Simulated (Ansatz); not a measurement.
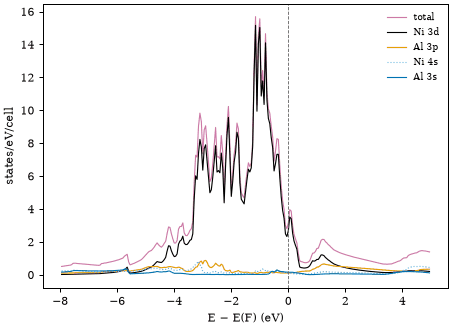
Total and projected density of states of AlNi$_{3}$ (Cu3Au type, space group No. 221), DFT-PBE in the program Ansatz with PAW potentials

Problem. Which orbitals carry the states next to the Fermi level?

Solution. Within 0.5 eV of the Fermi level: Ni 3d 86 %. Projections are on Löwdin-orthogonalised atomic valence shells; empty p or d shells of many metals are not among them.

Problem. Where is the tallest occupied peak in this window, and what makes it?

Solution. Near -1.1 eV, about 16 states/eV per cell; the largest projected share is Ni 3d.

Space group Pm-3m (Cu3Au type). Symmetry was held in the PBE relaxation. Spin order of the final state: ferromagnetic, the only order run, not a proven ground state.

Potentials: the later of the program's two PAW sets.
